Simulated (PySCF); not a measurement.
## A study: C$_{5}$H$_{4}$N$_{2}$S, SMILES `Cc1nscc1C#N`

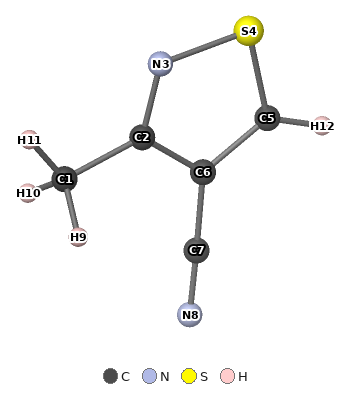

The molecule, with its atoms numbered as below. No frequency check shows the geometry to be a minimum.

Coordinates in Å:

```
C1       0.8477   -2.1328   -0.0001
C2       0.0126   -0.9043   -0.0000
N3      -1.2892   -0.9698    0.0005
S4      -1.9850    0.5065   -0.0001
C5      -0.4941    1.3387    0.0001
C6       0.5354    0.4294   -0.0004
C7       1.9043    0.7398   -0.0006
N8       3.0286    0.9656    0.0005
H9       1.4902   -2.1482    0.8797
H10      1.4886   -2.1488   -0.8809
H11      0.2087   -3.0109    0.0009
H12     -0.4385    2.4085    0.0011
```

## 1. Bonding charge

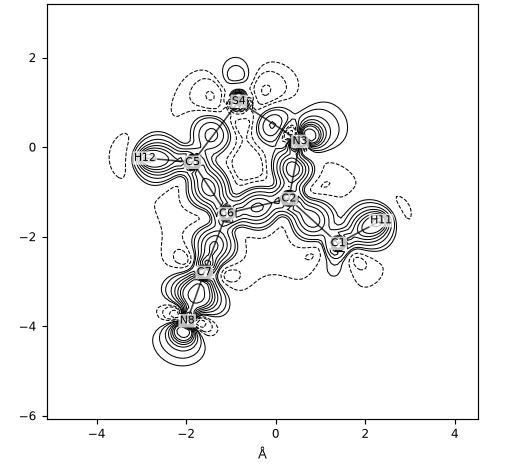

Deformation density (molecule less spherical, spin-averaged free atoms) in a plane through 10 of the atoms; contours at ±0.05 to ±0.8 e/Å³; solid lines: gain, dashed lines: loss.

Computed with PySCF, PBE/6-311+G**, geometry: GFN2-xTB.

**How much density has each bond in this plane gained at its critical point, relative to the free atoms?**

The five largest and four smallest: C7–N8: +0.91 e/Å³ at the bond critical point (bond length 1.15 Å). C5–H12: +0.72 e/Å³ at the bond critical point (bond length 1.07 Å). C1–H11: +0.67 e/Å³ at the bond critical point (bond length 1.09 Å). C5–C6: +0.58 e/Å³ at the bond critical point (bond length 1.37 Å). C2–C6: +0.54 e/Å³ at the bond critical point (bond length 1.43 Å). C2–N3: +0.48 e/Å³ at the bond critical point (bond length 1.30 Å). C1–C2: +0.47 e/Å³ at the bond critical point (bond length 1.49 Å). S4–C5: +0.33 e/Å³ at the bond critical point (bond length 1.71 Å). N3–S4: +0.13 e/Å³ at the bond critical point (bond length 1.63 Å). In all, 2.8 electrons gather in the regions of gain relative to the promolecule. A small or negative value marks a very polar bond, one between electron-rich atoms, whose free-atom densities already overlap strongly, a long bond to a heavier atom, or a closed-shell contact such as a hydrogen bond.

**Where do the Hirshfeld charges lie?**

The highest Hirshfeld charge is on S4 (+0.21 e), the lowest on N8 (−0.21 e).

## 2. Electrostatic potential

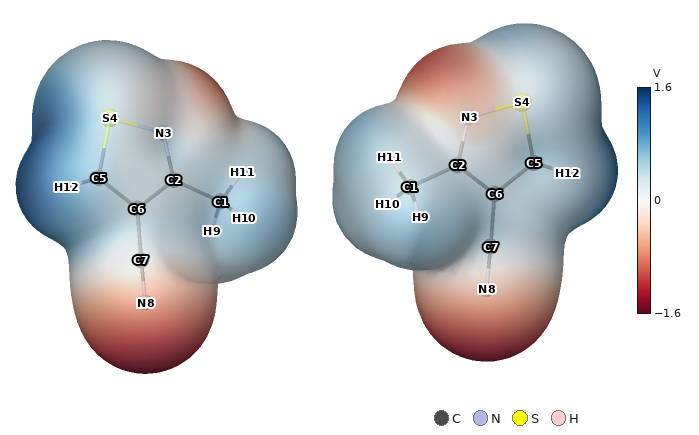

Electrostatic potential on the surface of electron density 0.001 a.u. (back view left, front view right).

**Where are the extremes of the potential on the surface?**

Highest: 1.50 V, 1.7 Å from H12. Further maxima include 0.76 V, 1.3 Å from H10, and at like points elsewhere; 0.67 V, 1.3 Å from H11. Lowest: −1.51 V, 1.9 Å from N8. Further minima include −1.03 V, 2.0 Å from N3. The surface is sampled at points, so like sites can differ by a few per cent and only the strongest of them is named.

## 3. Excited states

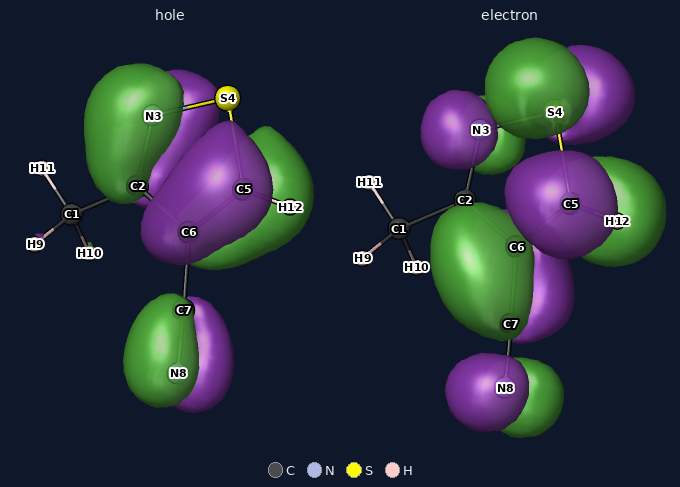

Leading natural transition orbital pair of S₃ (TDA singlet states); the surfaces enclose about 85 % of each orbital's density.

Computed with PySCF, CAM-B3LYP/cc-pVDZ, geometry: GFN2-xTB. Without diffuse functions Rydberg states are missing, so the states' numbers hold for this basis only.

**Characterise the state.**

6.38 eV (194 nm), f = 0.052, π → π*; the leading pair carries 80 %; hole on N3 (23 %), C5 (23 %) and C6 (12 %), electron on C5 (26 %), S4 (20 %) and C6 (14 %) (shares are of the whole state, not of the leading pair alone); their centroids lie 0.3 Å apart; S₄ lies within 0.1 eV of it. In canonical orbitals it is mainly HOMO−1 → LUMO (76 %). The HOMO–LUMO gap is 8.48 eV.

## 4. Localised orbitals

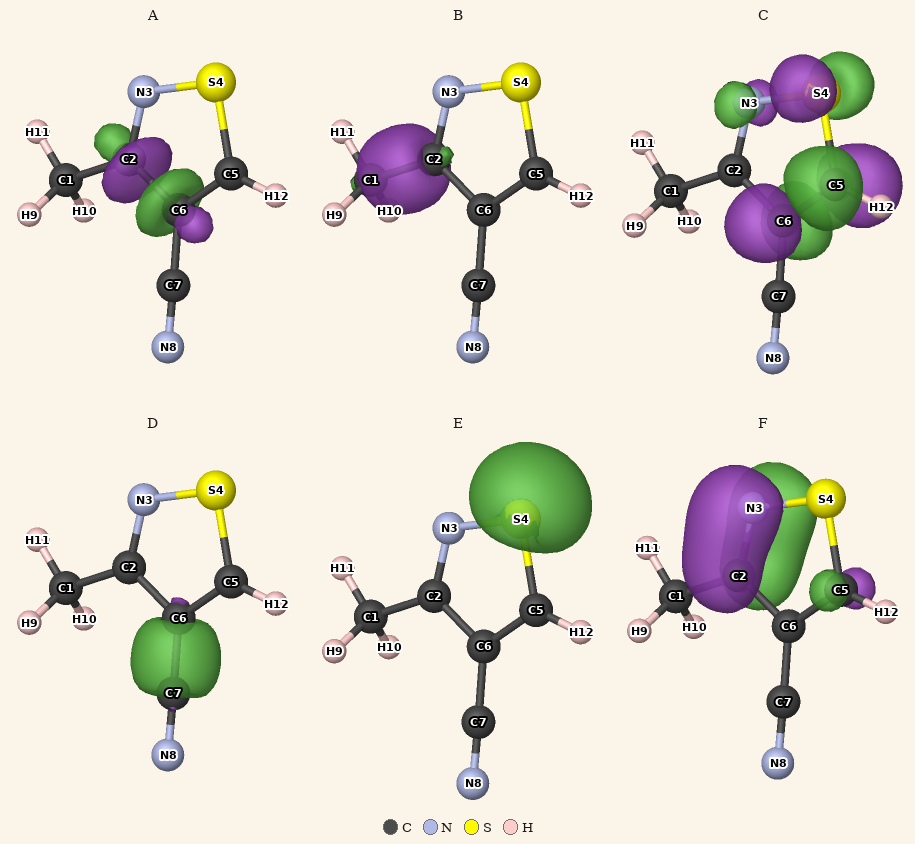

Intrinsic bond orbitals (IBO), occupied and valence-virtual; each surface holds about 80 % of the orbital's density. Energies are diagonal elements of the Fock matrix.

Computed with PySCF, M06-2X/6-311+G**, geometry: GFN2-xTB.

**Identify each orbital.**

By panel:
- A: σ* orbital C2–C6 (C2 50 %, C6 47 %; 14.4 eV)
- B: σ bond C2–C1 (C2 52 %, C1 48 %; −18.2 eV)
- C: delocalised π* orbital mainly over C5, C6 and S4 (C5 48 %, C6 32 %, S4 14 %; 1.1 eV)
- D: σ bond C7–C6 (C7 52 %, C6 48 %; −20.8 eV)
- E: lone pair on S4 (sp0.5-type) (S4 100 %; −16.9 eV)
- F: π bond N3–C2 (N3 59 %, C2 34 %, C5 6 %; −11.3 eV)

**Which has the smallest and which the largest spatial spread?**

Smallest: D (0.77 Å); largest: C (1.47 Å).

**How do all the valence pairs divide up?**

20 pairs: 12 σ bonds, 3 lone pairs, 3 two-centre π bonds, 1 delocalised π orbital and 1 strongly polarised pair.
